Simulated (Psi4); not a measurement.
**OMP2/6-31G(d) (density fitting for correlation, spherical functions) run of Si2H5OF (SMILES O[SiH](F)[SiH3])**

Aim: the energy change on altering one bond length of Si2H5OF at OMP2/6-31G* (density fitting for correlation, spherical functions), from 2 runs. 

The results are computed with Psi4 1.11.

2 further runs of the same task are left out: 1 that didn't finish, 1 set aside as unsound or not needed.

**1. The structure to begin with**

The species is Si2H5OF (9 atoms), meant as a singlet with charge 0. As SMILES, `O[SiH](F)[SiH3]`. Geometry: relaxed at PBE0-D4/def2-TZVP. This is one conformer, not always the lowest.

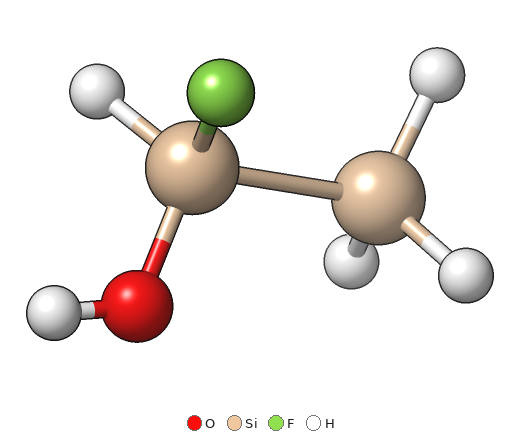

Viewed from a chosen angle; oxygen red, silicon light orange, fluorine green, hydrogen white.

**2. The energy at OMP2/6-31G(d) (density fitting for correlation, spherical functions)**

The input, calc.in:

```
memory 2.2 GB

molecule geom {
  0 1
  O
  Si 1 1.636065
  F 2 1.60331 1 110.15924
  Si 2 2.339006 3 109.29643 1 -117.16473
  H 1 0.958823 2 118.86173 3 71.48264
  H 2 1.48798 3 105.01799 1 119.06696
  H 4 1.487226 2 109.58651 6 59.96519
  H 4 1.487017 7 108.82201 2 119.66221
  H 4 1.486108 8 109.40302 7 -119.32438
  symmetry c1
  no_reorient
  no_com
}

set basis 6-31G*
set reference rhf
set puream true
set e_convergence 1e-09
set d_convergence 1e-08
set scf_type pk
set num_frozen_docc 12

e, wfn = energy('omp2', return_wfn=True)
```

Launch:

```
$ psi4 calc.in calc.out -n 1
```

calc.out, shortened:

```text
[...]
  Running in c1 symmetry.
[...]
  Nuclear repulsion =  227.836446127082496
[...]
  Multiplicity = 1
[...]
  Nalpha       = 25
  Nbeta        = 25
[...]
    Number of basis functions: 74
[...]
   @RHF iter   1:  -755.02453972850469   -9.64141e-01   6.52157e-03 DIIS/ADIIS
[...]
   @RHF iter  11:  -755.13689532203921   -3.18323e-12   4.99444e-09 DIIS
[...]
    Orbital Energies [Eh]
    ---------------------
    Doubly Occupied:
       1A    -68.823550     2A    -68.752207     3A    -26.279591
       4A    -20.575934     5A     -6.176057     6A     -6.119825
       7A     -4.283448     8A     -4.282268     9A     -4.281277
      10A     -4.224921    11A     -4.224913    12A     -4.224610
      13A     -1.577064    14A     -1.357224    15A     -0.791042
      16A     -0.716811    17A     -0.710143    18A     -0.661152
      19A     -0.654596    20A     -0.600315    21A     -0.542314
      22A     -0.513159    23A     -0.487079    24A     -0.486556
      25A     -0.410295
[...]
  @RHF Final Energy:  -755.13689532203921
   => Energetics <=
    Nuclear Repulsion Energy =            227.8364461270824961
    One-Electron Energy =               -1502.4339837352677023
    Two-Electron Energy =                 519.4606422861459123
    Total Energy =                       -755.1368953220392086
[...]
 Multipole Moments:
 ------------------------------------------------------------------------------------
     Multipole            Electronic (a.u.)      Nuclear  (a.u.)        Total (a.u.)
 ------------------------------------------------------------------------------------
 L = 1.  Multiply by 2.5417464519 to convert [e a0] to [Debye]
 Dipole X            :         -2.9796783            2.4448760           -0.5348023
 Dipole Y            :         -4.8835043            5.2126018            0.3290975
 Dipole Z            :         -0.4041651            0.1737424           -0.2304227
 Magnitude           :                                                    0.6688896
[...]
	Warning: cc_lambda option is changed to TRUE
	For this residual convergence, default PCG convergence is:     1.00e-07
[...]
	DF-MP2 Total Energy (a.u.)         :  -755.64323794576217
[...]
	DF-MP2 Total Energy (a.u.)         :  -755.64988683728745
[...]
	DF-OMP2 Total Energy (a.u.)        :  -755.64988683729666
[...]
```

Wall time 9 s (1 thread of Intel Xeon 6975P-C (Granite Rapids), shared host); peak memory 0.29 GiB.

**3. The distorted shape**

The input, run.py:

```python
import psi4

psi4.set_memory('2200 MB')
psi4.set_num_threads(1)
psi4.core.set_output_file('psi4.out', False)

m = psi4.geometry("""
0 1
O     -0.95508270    -1.45312002     3.13491769
Si    -1.78467247    -0.60236532     0.28067535
F     -3.56876290     1.84369618     0.39727145
Si     1.93147395     0.40240206    -1.89137586
H     -2.19852249    -2.19918390     4.22132124
H     -3.35900330    -2.59564844    -0.92553683
H      1.29595906     1.32742300    -4.46801743
H      3.53150506    -1.89607182    -2.12230039
H      3.56742498     2.69399356    -0.30953714
units bohr
symmetry c1
""")

psi4.set_options({
    'basis': '6-31G*',
    'puream': True,
    'e_convergence': 1e-09,
    'd_convergence': 1e-08,
    'scf_type': 'pk',
    'num_frozen_docc': 12,
})

E, wfn = psi4.energy('omp2', return_wfn=True)
print(f'omp2 energy: {E:.10f} Eh')
```

Launch:

```
$ python run.py
```

psi4.out, shortened:

```text
[...]
  Running in c1 symmetry.
[...]
  Nuclear repulsion =  226.960617093929073
[...]
  Multiplicity = 1
[...]
  Nalpha       = 25
  Nbeta        = 25
[...]
    Number of basis functions: 74
[...]
   @RHF iter   1:  -755.00992817261499   -1.02783e+00   6.51804e-03 ADIIS/DIIS
[...]
   @RHF iter  11:  -755.12221664831145   -3.29692e-12   5.24744e-09 DIIS
[...]
    Orbital Energies [Eh]
    ---------------------
    Doubly Occupied:
       1A    -68.827292     2A    -68.769734     3A    -26.281462
       4A    -20.577490     5A     -6.179608     6A     -6.133321
       7A     -4.287008     8A     -4.285850     9A     -4.284866
      10A     -4.238637    11A     -4.238376    12A     -4.238114
      13A     -1.578815    14A     -1.358739    15A     -0.792030
      16A     -0.712434    17A     -0.709544    18A     -0.662936
      19A     -0.655453    20A     -0.601642    21A     -0.543539
      22A     -0.514517    23A     -0.491438    24A     -0.459891
      25A     -0.410850
[...]
  @RHF Final Energy:  -755.12221664831145
   => Energetics <=
    Nuclear Repulsion Energy =            226.9606170939290735
    One-Electron Energy =               -1500.4984912997610991
    Two-Electron Energy =                 518.4156575575204897
    Total Energy =                       -755.1222166483114506
[...]
 Multipole Moments:
 ------------------------------------------------------------------------------------
     Multipole            Electronic (a.u.)      Nuclear  (a.u.)        Total (a.u.)
 ------------------------------------------------------------------------------------
 L = 1.  Multiply by 2.5417464519 to convert [e a0] to [Debye]
 Dipole X            :         -5.0737629            4.7796756           -0.2940874
 Dipole Y            :          1.5736348           -2.3238545           -0.7502197
 Dipole Z            :          2.2343318           -2.1849399            0.0493919
 Magnitude           :                                                    0.8073144
[...]
	Warning: cc_lambda option is changed to TRUE
	For this residual convergence, default PCG convergence is:     1.00e-07
[...]
	DF-MP2 Total Energy (a.u.)         :  -755.63030373310971
[...]
	DF-MP2 Total Energy (a.u.)         :  -755.63697507575876
[...]
	DF-OMP2 Total Energy (a.u.)        :  -755.63697507576751
[...]
```

On the terminal:

```text
omp2 energy: -755.6369750758 Eh
```

It took 9 s on 1 thread of Intel Xeon 6975P-C (Granite Rapids), shared host; peak memory 0.28 GiB.

**4. What came out**

Level: OMP2/6-31G* (density fitting for correlation, spherical functions), 12 core orbitals frozen.

| quantity | value |
| --- | --- |
| first shape: total energy | -755.64989 Eh |
| first shape: HOMO energy (Hartree–Fock orbitals) | -11.16 eV |
| first shape: LUMO energy (Hartree–Fock orbitals) | 3.46 eV |
| first shape: HOMO–LUMO gap (Hartree–Fock orbitals) | 14.62 eV |
| first shape: correlation energy (12 core orbitals frozen) | -513.0 mEh |
| distorted shape: total energy | -755.63698 Eh |
| distorted shape: HOMO energy (Hartree–Fock orbitals) | -11.18 eV |
| distorted shape: LUMO energy (Hartree–Fock orbitals) | 3.18 eV |
| distorted shape: HOMO–LUMO gap (Hartree–Fock orbitals) | 14.36 eV |
| distorted shape: correlation energy (12 core orbitals frozen) | -514.8 mEh |
| energy change with the Si4–H9 bond stretched from 1.486 to 1.709 Å | 0.351 eV |

With the Si4–H9 bond stretched from 1.486 to 1.709 Å the energy rises by 0.35 eV (33.9 kJ/mol). The first shape isn't relaxed at this level, so the change isn't measured from a minimum.
